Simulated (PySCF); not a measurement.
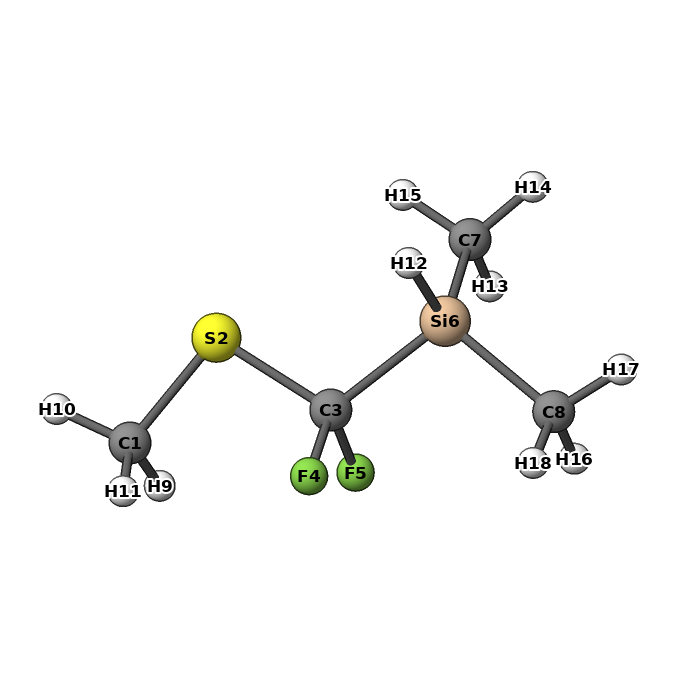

The questions are on isotropic NMR shieldings of the H atoms. The geometry was computed by an optimisation with GFN2-xTB. No frequency run is at hand to confirm it as a minimum. Properties computed with GIAO PBE0/pcSseg-1 NMR shielding, non-relativistic, gas phase (PySCF 2.14.0).

List the isotropic NMR shieldings of the H atoms.

```csv
atom,σ (ppm)
H9,28.93
H10,29.89
H11,28.87
H12,27.28
H13,31.33
H14,31.63
H15,31.20
H16,31.31
H17,31.65
H18,31.18
```

The geometry is semi-empirical. Around Si such bond lengths and angles can be off by a tenth of an ångström or more and by several degrees, and values that hang on the shape move with them.
